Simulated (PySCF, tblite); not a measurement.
# C₇H₁₃BS: geometry, infrared bands and NMR shifts

Wanted: the infrared bands and NMR shifts of C₇H₁₃BS (`C=C[C@@H]1BC[C@@H](SC)C1`), by calculation.

Computed with tblite 0.8.0 and PySCF 2.14.0, with density-fitted response routines of our own, on a single molecule in the gas phase. Atoms count from 0, in the outputs and in this text.

## Step 1: The molecule as given

22 atoms, charge 0, multiplicity 1; geometry from: force field or distance geometry start.

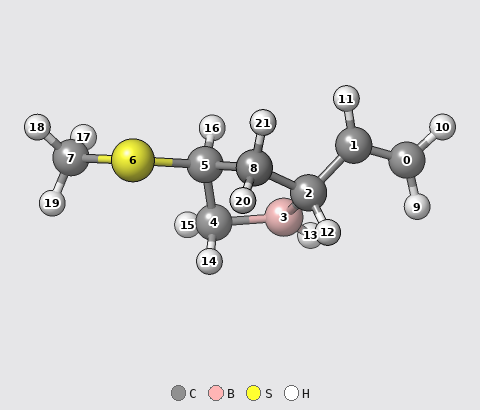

The starting geometry (carbon grey, boron pink, sulfur yellow, hydrogen white), atoms numbered.

## Step 2: Geometry optimisation with GFN2-xTB

Job settings and geometry (Å):

```
{"job": {"kind": "relax", "xc": "GFN2-xTB", "basis": "xTB"}, "charge": 0, "multiplicity": 1}
C     -3.669100    -0.318300    -0.000100
C     -2.457200    -0.686200     0.394800
C     -1.419200     0.361300     0.520700
B     -0.939200     0.947500    -0.886500
C      0.649000     1.032300    -0.658600
C      0.869300    -0.292200     0.023700
S      2.531400    -0.438300     0.723000
C      3.846500    -0.479100    -0.524500
C     -0.171900    -0.240900     1.116500
H     -3.899300     0.734300    -0.227700
H     -4.489800    -1.046000    -0.107300
H     -2.292200    -1.743700     0.624000
H     -1.800100     1.239200     1.103700
H     -1.585200     1.396800    -1.758100
H      0.801200     1.882800     0.019700
H      1.183300     1.107300    -1.618400
H      0.653000    -1.089200    -0.706600
H      3.500300    -0.897100    -1.498800
H      4.617000    -1.190100    -0.121500
H      4.276000     0.538900    -0.638200
H      0.145400     0.464400     1.930900
H     -0.359900    -1.264500     1.486900
```

Run with:

```console
$ OMP_NUM_THREADS=1 python probes_run.py task.json out
```

This one command runs all jobs of the session in turn.

**Question.** This job is followed by: GFN2-xTB harmonic vibrations, gas phase; GIAO PBE0/pcSseg-1 NMR shielding, non-relativistic, gas phase. Predict these results of the whole session: strongest single infrared mode (GFN2-xTB); zero-point energy (GFN2-xTB); ¹³C shifts against TMS (PBE0/pcSseg-1); ¹H shifts against TMS (PBE0/pcSseg-1, means over atoms taken as alike); ¹¹B shifts against BF3·OEt2 (PBE0/pcSseg-1); ³³S shifts against CS2 (PBE0/pcSseg-1); surface potential, least and greatest.

**Answer**, as computed:

| quantity | value |
| --- | --- |
| strongest single infrared mode (GFN2-xTB) | 2686 cm⁻¹, 134 km/mol |
| zero-point energy (GFN2-xTB) | 113.8 kcal/mol |
| ¹³C shifts against TMS (PBE0/pcSseg-1) | 140.1, 122.9, 54.0, 52.8, 44.2, 41.8, 21.2 ppm |
| ¹H shifts against TMS (PBE0/pcSseg-1, means over atoms taken as alike) | 7.84, 5.64, 5.53, 5.40, 2.97, 2.93, 2.77, 2.20, 2.14, 1.77, 1.09 ppm |
| ¹¹B shifts against BF3·OEt2 (PBE0/pcSseg-1) | 90.5 ppm |
| ³³S shifts against CS2 (PBE0/pcSseg-1) | 18 ppm |
| surface potential, least and greatest | -1.13 V and 1.18 V |

The optimisation took 126 steps and gained 0.871 eV; among the close pairs (by a distance rule), C7–H18 changed most, from 1.123 to 1.085 Å. All 60 modes are real, so the xTB geometry is a minimum. The strongest single mode, at 2686 cm⁻¹, moves mainly H13. Unscaled tight-binding wavenumbers are off by several per cent, some by more. Its intensities can rank the bands wrongly. The most deshielded carbon is C1 (alkene CH), at 140.1 ppm: an sp2 carbon of a C=C bond. At PBE0/pcSseg-1: The largest span, 374 ppm, is at S6, where the paramagnetic term is -572 ppm. At PBE0/pcSseg-1, counted by nearest atom on the grid, the HOMO lies on S6 77 %, the LUMO on B3 47 %; H13 13 %.
